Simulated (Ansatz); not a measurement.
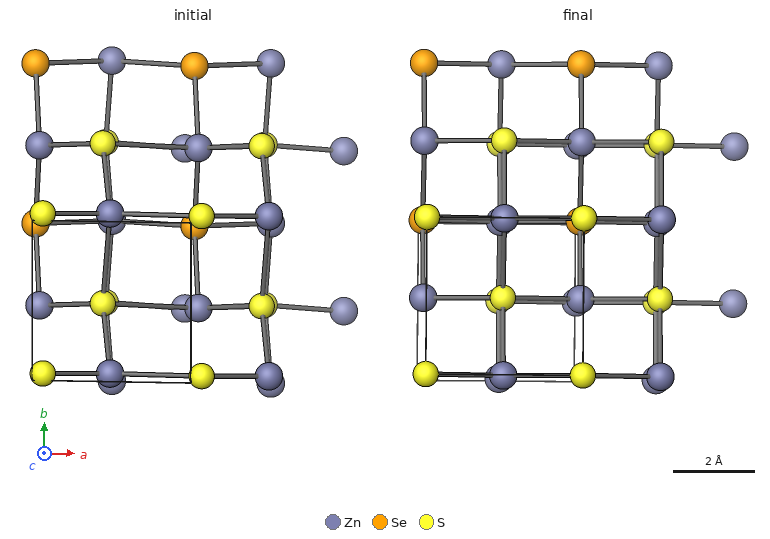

The structure of solid Zn$_{4}$SeS$_{3}$ (a generated structure, set up in P1) (coarse preliminary run) before (left) and after (right) a relaxation, at one scale.

A ball-and-stick model of the cell of the calculation, repeated 2 × 2 × 1 with one cell outlined, seen along the c axis.

These are results of Ansatz 0.2.0, DFT PBE, scalar-relativistic, plane waves, PAW, not measurements. Settings: plane-wave cutoff 420 eV; k-point mesh 4 × 4 × 2; occupations gaussian; smearing width 0.1 eV; no spin polarisation; cell and atoms relaxed; force threshold 0.025 eV/Å; at most 60 steps.

Describe what moved and what it gained.

Answer. After 4 accepted moves (5 points after the start) the energy has fallen by 2.115 eV per cell of the calculation. Largest force component: 4.5 eV/Å at the start, 0.0087 eV/Å at the end. Pressure: 3.14 GPa at the start and 0.00 GPa at the end. The SCF was repeated once at an unchanged geometry on a basis and grid sized afresh for the cell, which shifted the energy by 1.6 meV per cell of the calculation at most. An S atom moves most relative to the cell: 0.36 Å roughly along [−3 −2 1]. Largest moves by element: S 0.36 Å, Zn 0.24 Å, Se 0.20 Å. Cell: a 3.960 → 3.913 Å (−1.2 %), b 3.988 → 3.913 Å (−1.9 %), c 10.919 → 10.971 Å (+0.5 %), α 91.6° → 90.0°, β 92.2° → 90.0°, γ 90.9° → 90.0°. Volume −2.5 %. Among the contacts that change: S–Zn 2.900 → 2.370 Å, S–Zn 2.874 → 2.368 Å, S–Zn 2.004 → 2.367 Å, Se–Zn 2.710 → 2.455 Å. Among the angles between lasting bonds that change: S–Zn–S 123.6° → 108.5°, Zn–S–Zn 94.1° → 108.4°, Zn–S–Zn 121.2° → 108.5°. The space group (tolerance 0.01 Å) goes from P1 (No. 1) to P-4m2 (No. 115).
